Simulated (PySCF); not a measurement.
Si(All)(H)(Me)2, SMILES C=CC[SiH](C)C at its GFN2-xTB optimised geometry (Å):

```
18

Si    -0.2765     0.3196     0.0000
C      1.6244     0.3196     0.0000
C     -0.9368     2.1043     0.0000
C     -0.9021    -0.5713    -1.5805
C     -0.4076    -1.9708    -1.6436
C      0.5473    -2.3976    -2.4507
H     -0.7791    -0.3933     1.1893
H      2.0121    -0.6920    -0.0739
H      2.0219     0.7611     0.9088
H      2.0222     0.8837    -0.8392
H     -0.5952     2.6436     0.8777
H     -2.0222     2.1279     0.0039
H     -0.6005     2.6555    -0.8736
H     -0.5736    -0.0243    -2.4652
H     -1.9928    -0.5706    -1.5787
H     -0.8671    -2.6555    -0.9423
H      0.8892    -3.4186    -2.4461
H      1.0259    -1.7385    -3.1570
```

Level of theory: B3LYP/def2-SVP (PySCF).

Map of the Laplacian of the electron density (e/bohr⁵), clipped to [-1.50, 1.50] on the plane z = 1.0 Å:

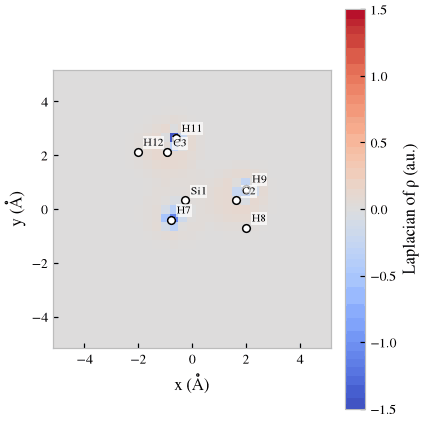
*Laplacian of the electron density (e/bohr⁵), clipped to [-1.50, 1.50] on the plane z = 1.0 Å.*
